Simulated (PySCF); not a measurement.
C₅H₉FOSi (SMILES FC[SiH2]O[C@]12C[C@H]1C2)

```yaml
atoms:
  - { symbol: F, position_ang: [1.7842, -1.5778, -0.4701] }
  - { symbol: C, position_ang: [2.2143, -0.3561, -0.9630] }
  - { symbol: Si, position_ang: [1.6434, 1.0771, 0.1877] }
  - { symbol: O, position_ang: [0.0391, 1.2969, 0.1393] }
  - { symbol: C, position_ang: [-1.0085, 0.4681, 0.3660] }
  - { symbol: C, position_ang: [-1.2006, -0.6658, 1.3168] }
  - { symbol: C, position_ang: [-1.4452, -0.8567, -0.1538] }
  - { symbol: C, position_ang: [-2.3147, 0.3551, -0.3468] }
  - { symbol: H, position_ang: [3.3010, -0.4291, -1.0453] }
  - { symbol: H, position_ang: [1.7999, -0.2766, -1.9722] }
  - { symbol: H, position_ang: [2.1082, 0.7472, 1.5348] }
  - { symbol: H, position_ang: [2.0851, 2.3461, -0.3667] }
  - { symbol: H, position_ang: [-2.0443, -0.6509, 1.9993] }
  - { symbol: H, position_ang: [-0.3066, -1.1174, 1.7294] }
  - { symbol: H, position_ang: [-1.0524, -1.5691, -0.8446] }
  - { symbol: H, position_ang: [-3.2351, 0.4443, 0.2216] }
  - { symbol: H, position_ang: [-2.3748, 0.7768, -1.3423] }
```

Geometry: GFN2-xTB.

The calculation used PySCF, CAM-B3LYP/def2-SVPD, SCF density, gas phase.

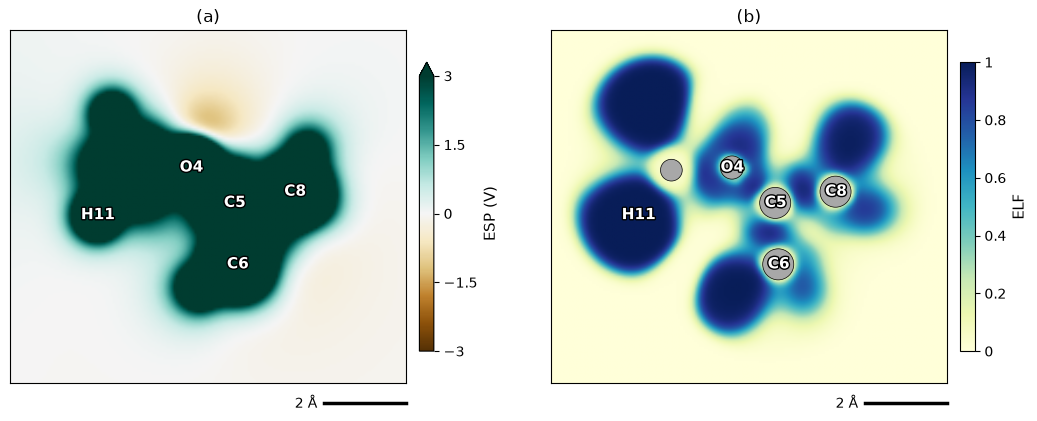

Figure 1. (a) electrostatic potential; (b) ELF on the plane of atoms O4, C5 and C6. Grey discs cover the atomic cores in the ELF map.

Describe what can be read from this map.

Answer.
- Atoms in the plane: O, C and H.
- C–O (1.35 Å): the ELF peaks at about 0.90 between the atoms; a shared but strongly polarised pair.
- C–C (1.49 Å): the ELF peaks at about 0.90 between the atoms (localised, covalent bonding).
- The ELF also peaks beside O4, away from the bonds: lone-pair regions.
- Outside the dense part of the molecule the potential is most negative (−1.2 V) near O4.

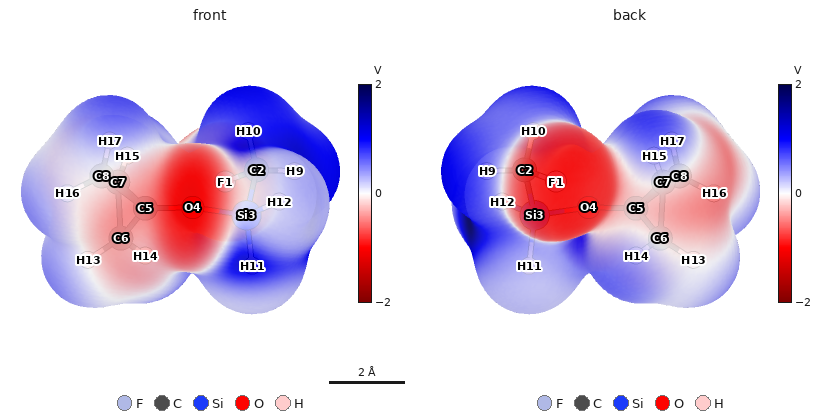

Figure 2. The electrostatic potential painted on the density surface at 0.002 e/bohr³, seen from the front and from behind; the colour scale runs from red (negative) to blue (positive).

Where is the surface potential most negative and most positive?

Answer. The most negative region (about −1.0 V) lies over O4, the most positive (about +1.7 V) over Si3. O4 is the likeliest acceptor of a hydrogen bond.
